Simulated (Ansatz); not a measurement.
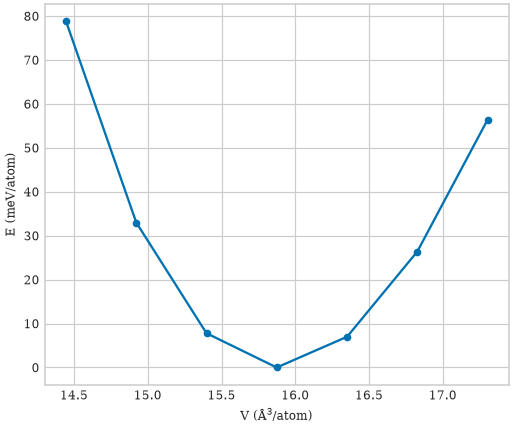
Fig. 1. Al3Pt2 (La2O3 or Ni2Al3 type, P-3m1) under volume change, the program Ansatz at the PBEsol level (PAW), shape and atoms relaxed at each volume.

Problem. What does a third-order Birch–Murnaghan fit give for V₀, B₀ and B′?

Solution. V₀ = 15.87 Å³/atom, B₀ = 165 GPa, B′ = 4.6.

The first step of the workflow began from a Materials Project structure, measured or hypothetical; the Crystallography Open Database copy checked does not list it. Whether it is the stable phase at ambient conditions was not checked. The PBEsol relaxation kept the symmetry of its start; of distortions, only those at the zone centre were tested. No spin polarisation was allowed. Spin–orbit coupling is left out wherever it is not named.

Potentials: the later of the program's two PAW sets.
